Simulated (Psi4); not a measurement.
# UHSE06/cc-pVTZ run of GeH2F (SMILES [F][GeH2])

Aim: the energy change on altering one bond length of GeH2F at UHSE06/cc-pVTZ, from 2 runs. 

The calculation is run with Psi4 1.11.

2 further runs of the same task are left out: 2 set aside as unsound or not needed.

## (1) Starting point

GeH2F: 4 atoms, total charge 0, spin state doublet. As SMILES, `[F][GeH2]`. Geometry: relaxed at PBE0-D4/def2-TZVP.

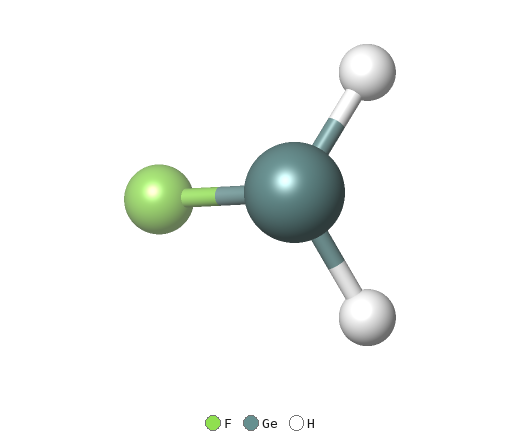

Viewed from a chosen angle; fluorine green, germanium teal, hydrogen white.

## (2) Energy and forces at UHSE06/cc-pVTZ

job.py

```python
import psi4

psi4.set_memory(1600000000)
psi4.set_num_threads(1)
psi4.core.set_output_file('fgeh2.out', False)

geom = psi4.geometry("""
0 2
F      0.138200    -0.585400     1.442000
Ge     0.305700    -0.223200    -0.257100
H     -1.078800    -0.527800    -0.882000
H      0.690400     1.276000    -0.323100
symmetry c1
no_reorient
no_com
""")

options = {'basis': 'cc-pVTZ', 'reference': 'uks', 'puream': True, 'e_convergence': 1e-09, 'd_convergence': 1e-08, 'scf_type': 'pk', 'dft_radial_points': 99, 'dft_spherical_points': 590, 'maxiter': 200}
psi4.set_options(options)

e, wfn = psi4.gradient('HSE06', molecule=geom, return_wfn=True)
psi4.oeprop(wfn, 'MULLIKEN_CHARGES', 'QUADRUPOLE', 'DIPOLE')
print('gradient / Eh bohr^-1')
print(e.np.round(6))
print(f'energy = {wfn.energy():.10f} Eh')
```

Launch:

```sh
$ python job.py
```

fgeh2.out:

```text
[...]
  Running in c1 symmetry.
[...]
  Nuclear repulsion =  113.015982835607062
[...]
  Multiplicity = 2
[...]
  Nalpha       = 22
  Nbeta        = 21
[...]
    Number of basis functions: 101
[...]
   @UKS iter   1: -2176.60445755815317   -2.32422e+00   2.07849e-02 ADIIS/DIIS
[...]
   @UKS iter  12: -2177.75094160697063   -4.09273e-12   7.00536e-09 DIIS
[...]
   @S^2 Observed:                7.518285675E-01
[...]
    Orbital Energies [Eh]
    ---------------------
    Alpha Occupied:
       1A   -399.130444     2A    -49.939432     3A    -44.413595
       4A    -44.412265     5A    -44.411333     6A    -24.726069
       7A     -6.306917     8A     -4.460579     9A     -4.458108
      10A     -4.454551    11A     -1.268848    12A     -1.254847
      13A     -1.252522    14A     -1.250861    15A     -1.250589
      16A     -1.150238    17A     -0.568276    18A     -0.430928
      19A     -0.420899    20A     -0.409798    21A     -0.348191
      22A     -0.232609
    Alpha Virtual:
      23A     -0.027599    24A      0.024555    25A      0.040764
[...]
  @UKS Final Energy: -2177.75094160697063
   => Energetics <=
    Nuclear Repulsion Energy =            113.0159828356070619
    One-Electron Energy =               -3260.4086124291006854
    Two-Electron Energy =                1038.1646781005415505
    DFT Exchange-Correlation Energy =     -68.5229901140183699
    Empirical Dispersion Energy =           0.0000000000000000
    VV10 Nonlocal Energy =                  0.0000000000000000
    Total Energy =                      -2177.7509416069701729
[...]
  -Total Gradient:
     Atom            X                  Y                   Z
    ------   -----------------  -----------------  -----------------
       1       -0.000114417295    -0.000101311978     0.000684787962
       2        0.000329895069    -0.000089497610    -0.000683642208
       3       -0.000222779247    -0.000034570572    -0.000027144701
       4        0.000022249396     0.000202941852     0.000051102950
[...]
 Multipole Moments:
 ------------------------------------------------------------------------------------
     Multipole            Electronic (a.u.)      Nuclear  (a.u.)        Total (a.u.)
 ------------------------------------------------------------------------------------
 L = 1.  Multiply by 2.5417464519 to convert [e a0] to [Debye]
 Dipole X            :        -20.0438283           20.1025286            0.0587002
 Dipole Y            :         22.2163001          -22.0394979            0.1768023
 Dipole Z            :         -7.4566156            6.7004019           -0.7562136
 Magnitude           :                                                    0.7788221
 L = 2.  Multiply by 1.3450342976 to convert [e a0^2] to [Debye ang]
 Quadrupole XX       :        -34.3387564           17.1512331          -17.1875232
 Quadrupole XY       :          5.2994604           -5.2180798            0.0813806
[...]
  Mulliken Charges: (a.u.)
   Center  Symbol    Alpha    Beta     Spin     Total
       1     F     4.70778  4.65761  0.05017 -0.36538
       2    GE    16.14921 15.36568  0.78353  0.48511
       3     H     0.57151  0.48836  0.08315 -0.05987
       4     H     0.57150  0.48836  0.08315 -0.05986
   Total alpha = 22.00000, Total beta = 21.00000, Total charge = -0.00000
```

The script printed:

```text
gradient / Eh bohr^-1
[[-1.14e-04 -1.01e-04  6.85e-04]
 [ 3.30e-04 -8.90e-05 -6.84e-04]
 [-2.23e-04 -3.50e-05 -2.70e-05]
 [ 2.20e-05  2.03e-04  5.10e-05]]
energy = -2177.7509416070 Eh
```

It took 2.2 min on 1 thread of Intel Xeon 6975P-C (Granite Rapids), shared host; peak memory 1.6 GiB.

## (3) The distorted shape: a single-point energy at UHSE06/cc-pVTZ

fgeh2.inp

```
memory 1.6 GB

molecule system {
  0 2
  F      0.022798    -1.035130     1.461799
  Ge     0.190298    -0.672930    -0.237301
  H     -1.194202    -0.977530    -0.862201
  H      0.690400     1.276000    -0.323100
  symmetry c1
}

set {
  basis                cc-pVTZ
  reference            uks
  puream               true
  e_convergence        1e-09
  d_convergence        1e-08
  scf_type             pk
  dft_radial_points    99
  dft_spherical_points 590
  maxiter              200
}

E = energy('hse06')
```

Launch:

```sh
$ psi4 fgeh2.inp fgeh2.out -n 1
```

fgeh2.out:

```text
[...]
  Running in c1 symmetry.
[...]
  Nuclear repulsion =  110.241215385696876
[...]
  Multiplicity = 2
[...]
  Nalpha       = 22
  Nbeta        = 21
[...]
    Number of basis functions: 101
[...]
   @UKS iter   1: -2176.48694781222184   -2.35863e+00   2.07398e-02 DIIS/ADIIS
[...]
   @UKS iter  14: -2177.71843684681062   -1.45519e-11   6.63286e-09 DIIS
[...]
   @S^2 Observed:                7.587129449E-01
[...]
    Orbital Energies [Eh]
    ---------------------
    Alpha Occupied:
       1A   -399.146001     2A    -49.953288     3A    -44.427563
       4A    -44.426084     5A    -44.425409     6A    -24.735183
       7A     -6.319468     8A     -4.473108     9A     -4.470023
      10A     -4.466976    11A     -1.279816    12A     -1.266594
      13A     -1.264367    14A     -1.263184    15A     -1.262037
      16A     -1.158525    17A     -0.559344    18A     -0.435266
      19A     -0.419759    20A     -0.412815    21A     -0.327545
      22A     -0.239813
    Alpha Virtual:
      23A     -0.048261    24A     -0.028448    25A      0.035398
[...]
  @UKS Final Energy: -2177.71843684681062
   => Energetics <=
    Nuclear Repulsion Energy =            110.2412153856968757
    One-Electron Energy =               -3254.4823214631142037
    Two-Electron Energy =                1034.9880373287051043
    DFT Exchange-Correlation Energy =     -68.4653680980987218
    Empirical Dispersion Energy =           0.0000000000000000
    VV10 Nonlocal Energy =                  0.0000000000000000
    Total Energy =                      -2177.7184368468110733
[...]
 Multipole Moments:
 ------------------------------------------------------------------------------------
     Multipole            Electronic (a.u.)      Nuclear  (a.u.)        Total (a.u.)
 ------------------------------------------------------------------------------------
 L = 1.  Multiply by 2.5417464519 to convert [e a0] to [Debye]
 Dipole X            :          0.9883098           -1.0333443           -0.0450345
 Dipole Y            :         -1.5359501            1.4186207           -0.1173294
 Dipole Z            :         -1.2644669            0.5378614           -0.7266055
 Magnitude           :                                                    0.7373940
[...]
```

Run time: 50 s. Hardware: 1 thread of Intel Xeon 6975P-C (Granite Rapids), shared host; peak memory 1.6 GiB.

## (4) Outcome

Level: UHSE06/cc-pVTZ.

```
                                                          quantity           value
                                         first shape: total energy  -2177.75094 Eh
                                        first shape: dipole moment          1.98 D
                   first shape: HOMO energy (highest over α and β)        -6.33 eV
                    first shape: LUMO energy (lowest over α and β)        -3.59 eV
                                                 first shape: ⟨S²⟩           0.752
                             first shape: largest force on an atom      0.039 eV/Å
                                     distorted shape: total energy  -2177.71844 Eh
                                    distorted shape: dipole moment          1.87 D
               distorted shape: HOMO energy (highest over α and β)        -6.53 eV
                distorted shape: LUMO energy (lowest over α and β)        -4.00 eV
                                             distorted shape: ⟨S²⟩           0.759
energy change with the Ge2–H4 bond stretched from 1.549 to 2.014 Å        0.884 eV
```

With the Ge2–H4 bond stretched from 1.549 to 2.014 Å the energy rises by 0.88 eV (20.4 kcal/mol). The first shape isn't relaxed at this level, so the change isn't measured from a minimum. Mulliken charges (first shape) run from -0.37 on F1 to +0.49 on Ge2.
